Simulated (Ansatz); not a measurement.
A series of calculations on C2H6NO

## 1. Relaxation

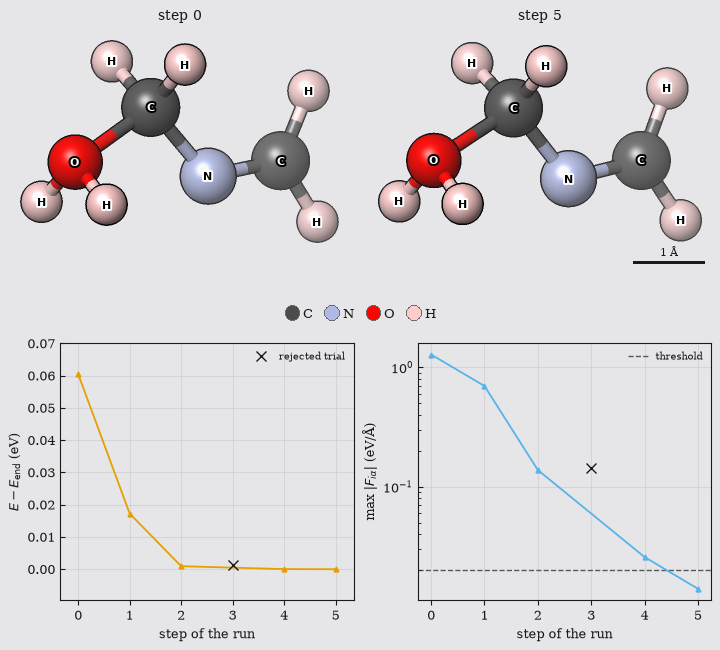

First and last geometry of a relaxation of C$_{2}$H$_{6}$NO (charge +1), with the history of the run. A ball-and-stick model, seen from a free direction.

The run prepares an end point of a later path (hydrogen shift) calculation, from a guessed geometry.

All numbers below come from RKS PBE0/cc-pVDZ (Ansatz 0.2.0).

The input:
```yaml
crystal:
  periodic: [false, false, false]
  atoms:
    - { symbol: C, position_ang: [-0.8457, 1.51908, -0.34879] }
    - { symbol: "N", position_ang: [-0.58037, 0.3564, 0.04387] }
    - { symbol: C, position_ang: [0.65342, -0.29642, -0.07995] }
    - { symbol: O, position_ang: [0.44347, -1.65654, 0.5248] }
    - { symbol: H, position_ang: [-0.1423, 2.18392, -0.84363] }
    - { symbol: H, position_ang: [-1.84925, 1.88106, -0.17971] }
    - { symbol: H, position_ang: [1.47539, 0.143, 0.49689] }
    - { symbol: H, position_ang: [0.98032, -0.494, -1.10718] }
    - { symbol: H, position_ang: [-0.28778, -2.10038, 0.03496] }
    - { symbol: H, position_ang: [0.1528, -1.53612, 1.45876] }
total_charge: 1
basis:
  gaussian: { orbitals: cc-pVDZ }
hamiltonian:
  xc: pbe0
relax:
  f_tol: 0.02
  max_steps: 50
output:
  orbitals: {}
```

Command:
```bash
ansatz run input.yaml --threads 2 --pin off --max-ram 3072MiB --backend cpu --events-out ev --progress --plain --runs-dir out
```

### What do the curves and the structures tell?

It converged. After 4 accepted moves (5 points after the start) the energy has fallen by 0.061 eV. The largest force component goes from 1.3 to 0.014 eV/Å. The line search rejected the trial step at point 3 of the run. The largest moves after the best rigid fit, 0.059 Å, are those of H6 and H9. By element the largest moves are H 0.059 Å, C 0.049 Å, N 0.036 Å, O 0.032 Å. Near-neighbour distances that change, for instance: C3–O4 1.503 → 1.550 Å, C1–H6 1.080 → 1.096 Å, C1–N2 1.256 → 1.271 Å, C1–H5 1.087 → 1.102 Å. Among the angles between lasting bonds that change: C1–N2–C3 126.1° → 122.4°, O4–C3–H7 104.8° → 101.4°, H9–O4–H10 107.9° → 105.1°.

## 2. Relaxation

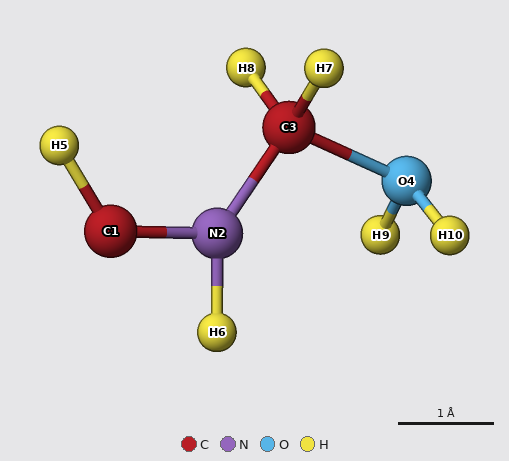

This is the input geometry for a relaxation of C2H6NO (charge +1). The picture is a ball-and-stick view, seen at a tilt.

The run prepares an end point of a later path (hydrogen shift) calculation, from a guessed geometry.

The calculation used RKS PBE0/cc-pVDZ in Ansatz 0.2.0.

Input file:
```yaml
crystal:
  periodic: [false, false, false]
  atoms:
    - { symbol: C, position_ang: [-0.8457, 1.51908, -0.34879] }
    - { symbol: "N", position_ang: [-0.58037, 0.3564, 0.04387] }
    - { symbol: C, position_ang: [0.65342, -0.29642, -0.07995] }
    - { symbol: O, position_ang: [0.44347, -1.65654, 0.5248] }
    - { symbol: H, position_ang: [-0.1423, 2.18392, -0.84363] }
    - { symbol: H, position_ang: [-1.55089, 0.24051, 0.3992] }
    - { symbol: H, position_ang: [1.47539, 0.143, 0.49689] }
    - { symbol: H, position_ang: [0.98032, -0.494, -1.10718] }
    - { symbol: H, position_ang: [-0.28778, -2.10038, 0.03496] }
    - { symbol: H, position_ang: [0.1528, -1.53612, 1.45876] }
total_charge: 1
basis:
  gaussian: { orbitals: cc-pVDZ }
hamiltonian:
  xc: pbe0
relax:
  f_tol: 0.02
  max_steps: 50
```

Command:
```bash
ansatz run input.yaml --threads 2 --pin off --max-ram 3072MiB --backend cpu --events-out ev --progress --plain --runs-dir out
```

Where does the relaxation end?

Answer. The largest move after the best rigid fit is that of H5, 1.55 Å. By element the largest moves are H 1.55 Å, C 0.50 Å, N 0.49 Å, O 0.35 Å. Near-neighbour distances that change, for instance: C1–N2 1.256 → 1.339 Å, C3–O4 1.503 → 1.568 Å, C1–H5 1.087 → 1.122 Å, N2–H6 1.040 → 1.024 Å. Bond angles that change, for instance: C3–N2–H6 143.1° → 115.7°, C1–N2–H6 90.7° → 116.7°, N2–C1–H5 124.9° → 105.8°. Groups turn about N2–C3 by about 85°. The energy falls by 156.2 kJ/mol in 19 accepted moves (20 points after the start). The largest force component goes from 5.3 to 0.016 eV/Å. The line search rejected the trial step at point 3 of the run. Cost: 43 s on 2 threads of Intel(R) Xeon(R) Platinum 8259CL CPU @ 2.50GHz (Skylake/Cascade Lake) (shared host), peak memory 0.17 GiB.

Step by step:

| step | E − E(0), kJ/mol | largest force component, eV/Å | note |
| --- | --- | --- | --- |
| 0 | 0.00 | 5.3079 |  |
| 1 | -66.70 | 1.9558 |  |
| 2 | -113.26 | 1.4126 |  |
| 3 | -101.01 | 1.8762 | rejected |
| 4 | -121.72 | 0.2782 |  |
| 5 | -123.05 | 0.1384 |  |
| 6 | -125.39 | 0.3897 |  |
| 7 | -129.57 | 0.4667 |  |
| 8 | -134.19 | 0.8688 |  |
| 9 | -143.64 | 0.5713 |  |
| 10 | -150.01 | 0.3054 |  |
| 11 | -151.52 | 0.4228 |  |
| 12 | -151.81 | 0.5970 |  |
| 13 | -154.76 | 0.4460 |  |
| 14 | -155.86 | 0.1264 |  |
| 15 | -155.87 | 0.1140 |  |
| 16 | -156.08 | 0.0568 |  |
| 17 | -156.17 | 0.0342 |  |
| 18 | -156.21 | 0.0287 |  |
| 19 | -156.22 | 0.0297 |  |
| 20 | -156.22 | 0.0162 |  |

The structure at the end:

```xyz
10

C    -1.1350    1.2781   -0.6716
N    -0.4280    0.7270    0.3230
C     0.7056   -0.0960    0.2130
O     0.3071   -1.6119    0.2053
H    -0.6453    0.9355   -1.6208
H    -0.7148    0.9622    1.2769
H     1.3982   -0.0639    1.0637
H     1.2067   -0.0066   -0.7569
H    -0.3323   -1.8296   -0.5058
H    -0.0639   -1.9353    1.0521
```

After the run, drawn alike:

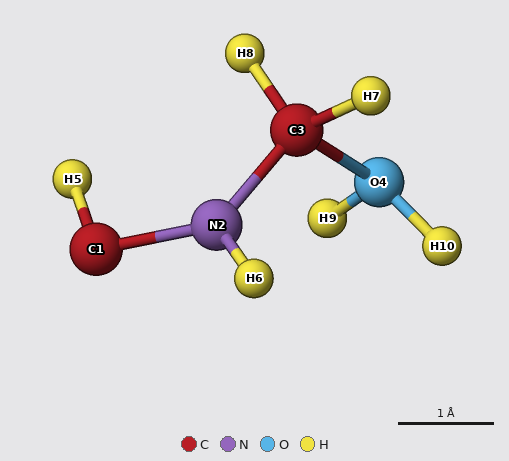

## 3. Path

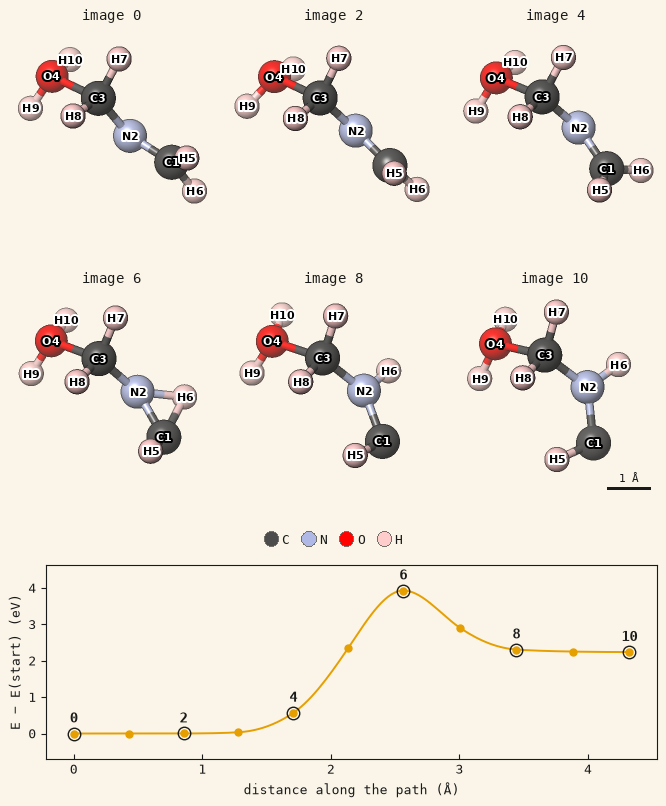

A nudged-elastic-band calculation for C₂H₆NO (charge +1). Images are numbered from 0 (start) to 10 (end). A ball-and-stick model, seen from a free direction.

All numbers below come from RKS PBE0/cc-pVDZ (Ansatz). Set-up: 9 movable images; climbing image; force threshold 0.03 eV/Å; iteration limit 60; starting path through a guess of the saddle point.

**What happens along the path, and what is the barrier?**

The energy climbs by 3.93 eV to image 6 and then falls by 1.69 eV, so the end point sits at +2.24 eV. A hydrogen atom shifts from one atom to another. Breaking: C1–H6 (1.10 → 1.36 at the top → 2.02 Å). Forming: N2–H6 (2.03 → 1.18 at the top → 1.02 Å). The band converged in 16 iterations, with a climbing image at the top. At the top, the vibrational analysis gives one imaginary mode (1871i cm⁻¹), as a transition state must have.

Cost: 4.8 min on 2 threads of Intel(R) Xeon(R) Platinum 8259CL CPU @ 2.50GHz (Skylake/Cascade Lake), with other jobs on the host, peak memory 0.18 GiB.
